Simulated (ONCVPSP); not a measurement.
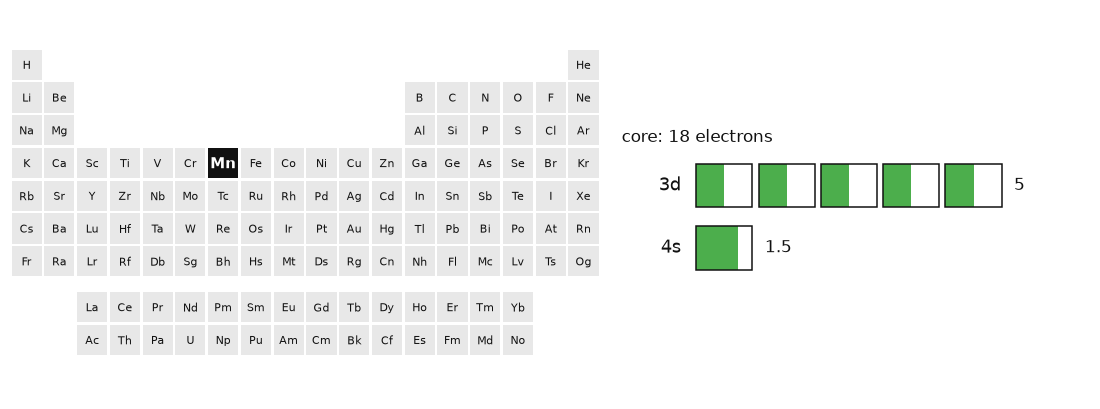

Figure 1. Left, the place of manganese in the periodic table; right, the valence shells of the reference configuration: a box for each of the 2l + 1 orbitals, shaded by the share of the shell that is filled, with the electron count at the right. The shells are those of the unaltered input.

Run report: Mn, pseudopotential generation

Manganese (Mn, Z = 25), core [Ar], reference valence 3d5 4s1.5 (an ion of charge +0.5), valence charge 7. (This line and the method describe the unaltered input from which the odd one was made.) Computed at this level: ONCV potential, PBE, scalar-relativistic, made with ONCVPSP 4.0.1.

### Input file
```
# ATOM AND REFERENCE CONFIGURATION
# atsym  z   nc   nv     iexc    psfile
  Mn 25.00    5    2        4      upf
#
#   n    l    f
    1    0    2.00
    2    0    2.00
    2    1    6.00
    3    0    2.00
    3    1    6.00
    3    2    5.00
    4    0    1.50
#
# PSEUDOPOTENTIAL AND OPTIMIZATION
# lmax
    2
#
#   l,   rc,      ep,       ncon, nbas, qcut
    0    2.65    0.00    5    8    2.40
    1    2.60    0.40    5    9    3.20
    2    1.90    0.00    4    8    9.30
#
# LOCAL POTENTIAL
# lloc, lpopt,  rc(5),   dvloc0
    4    5    1.85    2.00
#
# VANDERBILT-KLEINMAN-BYLANDER PROJECTORs
# l, nproj, debl
    0    2    3.50
    1    2    1.10
    2    3    0.30
#
# MODEL CORE CHARGE
# icmod, fcfact, rcfact
    1   20.00    0.00
#
# LOG DERIVATIVE ANALYSIS
# epsh1, epsh2, depsh
   -2.00    5.00    0.02
#
# OUTPUT GRID
# rlmax, drl
    6.00    0.01
#
# TEST CONFIGURATIONS
# ncnf
    4
# nvcnf
#   n    l    f
    2
    3    2    5.00
    4    0    2.00
#
    2
    3    2    5.00
    4    0    1.00
#
    2
    3    2    5.00
    4    0    0.00
#
    2
    3    2    3.00
    4    0    0.00
#
```

Command:
```bash
oncvpsp.x < Mn.dat > Mn.out
```

### Log (extracts)
```
ONCVPSP  (Optimized Norm-Conservinng Vanderbilt PSeudopotential)
scalar-relativistic version 4.0.1

#   n    l    f        energy (Ha)
    1    0    2.00    -2.3642668E+02
    2    0    2.00    -2.7481740E+01
    2    1    6.00    -2.3301402E+01
    3    0    2.00    -3.3001701E+00
    3    1    6.00    -2.1506858E+00
    3    2    5.00    -3.9181107E-01
    4    0    1.50    -3.0795085E-01

Reference configufation results
  iterations    30
  all-electron total energy (Ha)   -1.15817225D+03

Begin loop to  construct optimized pseudo wave functions
and semi-local pseudopoentials for all angular momenta

   Wellstate for l =  0  n =  7
     eigenvalue =   3.1920
     asymptotic potential =   3.6920
     half-point radius =  4.4565

Calculating optimized projector #   1

 for l=   0

    Fraction of norm inside rc  0.449364
    Optimizing pswf for qcut=   2.40 a_B^-1,  ecut=   2.87 Ha
    Residual kinetic energy error=  4.44D-03 Ha

    Energy error per electron        Cutoff
         Ha          eV             Ha
         0.01000     0.27211        2.26
         0.00100     0.02721        7.50
         0.00010     0.00272       19.43
         0.00001     0.00027       23.40

Calculating optimized projector #   2

 for l=   0

    Fraction of norm inside rc  0.172344
    Optimizing pswf for qcut=   2.40 a_B^-1,  ecut=   2.87 Ha
    Residual kinetic energy error=  3.26D-01 Ha

    Energy error per electron        Cutoff
         Ha          eV             Ha
         0.01000     0.27211       12.11
         0.00100     0.02721       25.67
         0.00010     0.00272       30.08
         0.00001     0.00027       33.23

WARNING wellstate: moderately localized bound state found for n= 4 l=  1
WARNING scattering state with energy  0.05000000
WARNING will be used for the first projector

   Wellstate for l =  1  n =  5
     eigenvalue =   0.0500
     asymptotic potential =   0.5500
     half-point radius = 13.7598

   Wellstate for l =  1  n =  6
     eigenvalue =   1.1500
     asymptotic potential =   1.6500
     half-point radius =  5.7121

Calculating optimized projector #   1

 for l=   1

    Fraction of norm inside rc  0.103319
    Optimizing pswf for qcut=   3.20 a_B^-1,  ecut=   5.10 Ha
    Residual kinetic energy error=  4.83D-05 Ha

    Energy error per electron        Cutoff
         Ha          eV             Ha
         0.01000     0.27211        0.80
         0.00100     0.02721        2.56
         0.00010     0.00272        4.65
         0.00001     0.00027        9.09

Calculating optimized projector #   2

 for l=   1

    Fraction of norm inside rc  0.155913
    Optimizing pswf for qcut=   3.20 a_B^-1,  ecut=   5.10 Ha
    Residual kinetic energy error=  1.58D-03 Ha

    Energy error per electron        Cutoff
         Ha          eV             Ha
         0.01000     0.27211        3.42
         0.00100     0.02721        8.97
         0.00010     0.00272       43.88
         0.00001     0.00027       50.69

WARNING wellstate: negative energy specified for n= 4 l=  2
WARNING scattering state with energy  0.25000000
WARNING will be used for the first projector

   Wellstate for l =  2  n =  4
     eigenvalue =   0.2500
     asymptotic potential =   0.7500
     half-point radius =  5.0739

   Wellstate for l =  2  n =  5
     eigenvalue =   0.5500
     asymptotic potential =   1.0500
     half-point radius =  6.9335

Calculating optimized projector #   1

 for l=   2

    Fraction of norm inside rc  0.859632
    Optimizing pswf for qcut=   9.30 a_B^-1,  ecut=  43.28 Ha
    Residual kinetic energy error=  1.17D-07 Ha

    Energy error per electron        Cutoff
         Ha          eV             Ha
         0.01000     0.27211       25.49
         0.00100     0.02721       30.68
         0.00010     0.00272       34.75
         0.00001     0.00027       37.84

Calculating optimized projector #   2

 for l=   2

    Fraction of norm inside rc  0.088478
    Optimizing pswf for qcut=   9.30 a_B^-1,  ecut=  43.28 Ha
    Residual kinetic energy error=  1.40D-07 Ha

    Energy error per electron        Cutoff
         Ha          eV             Ha
         0.01000     0.27211       22.68
         0.00100     0.02721       29.00
         0.00010     0.00272       33.90
         0.00001     0.00027       37.63

Calculating optimized projector #   3

 for l=   2

    Fraction of norm inside rc  0.060972
    Optimizing pswf for qcut=   9.30 a_B^-1,  ecut=  43.28 Ha
    Residual kinetic energy error=  2.03D-07 Ha

    Energy error per electron        Cutoff
         Ha          eV             Ha
         0.01000     0.27211       22.36
         0.00100     0.02721       29.00
         0.00010     0.00272       34.11
         0.00001     0.00027       38.00

Construct Vanderbilt / Kleinmman-Bylander projectors

B matrix Hermiticity error, ll=   0
   1   2    7.9277E-05

  Orthonormal projector coefficients  4.7676E+00  8.7907E-01

B matrix Hermiticity error, ll=   1
   1   2    2.1330E-05

  Orthonormal projector coefficients  2.1130E+00  4.6547E-01

B matrix Hermiticity error, ll=   2
   1   2    4.5247E-05
   1   3   -5.3420E-05
   2   3    7.3848E-06

  Orthonormal projector coefficients -1.1184E+01 -5.3682E+00 -1.0992E+00

Model core correction analysis
  based on d2Exc/dn_idn_j

d2excae - all-electron derivatives

   -2.522776D-02   -6.603890D-03
   -7.260344D-03   -1.448161D-02

d2excps - pseudofunction derivatives with no core correction

   -5.015860D-02   -8.063864D-03
   -8.804696D-03   -1.641423D-02

rms 2nd derivative error    1.254789E-02

Polynomial model core charge

d2excps - pseudofunction derivatives with core correction

   -2.685056D-02   -6.628616D-03
   -7.285012D-03   -1.437432D-02

rms 2nd derivative error    8.133600E-04

Pseudoatom total energy  -14.333648

Diagnostic tests using Vanderbilt-Kleinman-Bylander pseudopotentials
  1 or more projectors used as specified by nproj input data

   l    rcore       rmatch      e in        delta e   norm test  slope test

   0   2.6561217   2.7367673  -0.3079509  -0.0000006   1.0000074   1.0000155
   0   2.6561217   2.7367673   3.1920491   0.0000310   1.0001432   1.0001432

   1   2.6088796   2.6880908   0.0500000   0.0000011   1.0000459   1.0000459
   1   2.6088796   2.6880908   1.1500000   0.0000002   1.0001194   1.0001194

   2   1.9000326   1.9577217  -0.3918111  -0.0000009   1.0000891   1.0000964
   2   1.9000326   1.9577217   0.2500000   0.0000023   1.0001569   1.0001569
   2   1.9000326   1.9577217   0.5500000   0.0000068   1.0001551   1.0001551

 Testing for bound ghosts
   n   l    E NL Schr. Eq   E Basis Diag.   E Cutoff

   1   0       -0.307951       -0.306932     36.99

   2   1       -0.152158       -0.143412     57.88

   3   2       -0.391812       -0.391342    122.90

 Testing for highly-localized positive-energy ghosts
       l    <radius>/rc     E Basis Diag.   E Cutoff

       0        0.715885        4.108321     36.99  WARNING - GHOST(+)

Test configuration 0

   n   l     f        eae           eps        diff
   1   0  2.0000 -236.42668247
   2   0  2.0000  -27.48174009
   2   1  6.0000  -23.30140250
   3   0  2.0000   -3.30017013
   3   1  6.0000   -2.15068578
   3   2  5.0000   -0.39181107   -0.39181197   -9.02D-07
   4   0  1.5000   -0.30795085   -0.30795144   -5.90D-07

    Total energies and differences
      AE_ref= -1.15817225D+03  AE_tst= -1.15817225D+03  dif=  0.00D+00
      PS_ref= -1.43336481D+01  PS_tst= -1.43336481D+01  dif= -6.44D-12
      PSP excitation error=  6.44D-12

Test configuration 1

   n   l     f        eae           eps        diff
   1   0  2.0000 -236.28156533
   2   0  2.0000  -27.33959878
   2   1  6.0000  -23.15901013
   3   0  2.0000   -3.15601129
   3   1  6.0000   -2.00626481
   3   2  5.0000   -0.24883309   -0.24925858   -4.25D-04
   4   0  2.0000   -0.18768735   -0.18759732    9.00D-05

    Total energies and differences
      AE_ref= -1.15817225D+03  AE_tst= -1.15829576D+03  dif= -1.24D-01
      PS_ref= -1.43336481D+01  PS_tst= -1.44571419D+01  dif= -1.23D-01
      PSP excitation error= -1.44D-05

Test configuration 2

   n   l     f        eae           eps        diff
   1   0  2.0000 -236.58646210
   2   0  2.0000  -27.63769634
   2   1  6.0000  -23.45768062
   3   0  2.0000   -3.45823770
   3   1  6.0000   -2.30896586
   3   2  5.0000   -0.54785911   -0.54747230    3.87D-04
   4   0  1.0000   -0.43650685   -0.43672987   -2.23D-04

    Total energies and differences
      AE_ref= -1.15817225D+03  AE_tst= -1.15798646D+03  dif=  1.86D-01
      PS_ref= -1.43336481D+01  PS_tst= -1.41477932D+01  dif=  1.86D-01
      PSP excitation error= -6.66D-05

Test configuration 3

   n   l     f        eae           eps        diff
   1   0  2.0000 -236.94529016
   2   0  2.0000  -27.98656573
   2   1  6.0000  -23.80738106
   3   0  2.0000   -3.81096504
   3   1  6.0000   -2.66172490
   3   2  5.0000   -0.89366356   -0.89314242    5.21D-04

    Total energies and differences
      AE_ref= -1.15817225D+03  AE_tst= -1.15741322D+03  dif=  7.59D-01
      PS_ref= -1.43336481D+01  PS_tst= -1.35738171D+01  dif=  7.60D-01
      PSP excitation error= -7.99D-04

Test configuration 4

   n   l     f        eae           eps        diff
   1   0  2.0000 -238.45321689
   2   0  2.0000  -29.55082275
   2   1  6.0000  -25.36717174
   3   0  2.0000   -5.23705302
   3   1  6.0000   -4.06618596
   3   2  3.0000   -2.23162367   -2.25138977   -1.98D-02

    Total energies and differences
      AE_ref= -1.15817225D+03  AE_tst= -1.15435271D+03  dif=  3.82D+00
      PS_ref= -1.43336481D+01  PS_tst= -1.04940062D+01  dif=  3.84D+00
      PSP excitation error= -2.01D-02
```

### What the run reported

- outcome: generated
- ghost flags of the generator: 0 GHOST(-), 1 GHOST(+)
- largest excitation error printed: 550 meV
- hardware: 1 CPU thread, shared host
- wall time: 5.3 s

### What is odd here

The input is odd on purpose: model core set to icmod 1, fcfact 20.00, rcfact 0.00. The program ran to the end. The all-electron atom is untouched: its total energy equals that from the unaltered input (−1158.1723 Ha). The pseudo-atom's total energy moves by −0.13 Ha, so the potential, or the configuration in which it is tested, is another one. Warnings of the program, in the generation or the tests: wellstate: moderately localized bound state found for n= 4 l= 1; wellstate: negative energy specified for n= 4 l= 2.
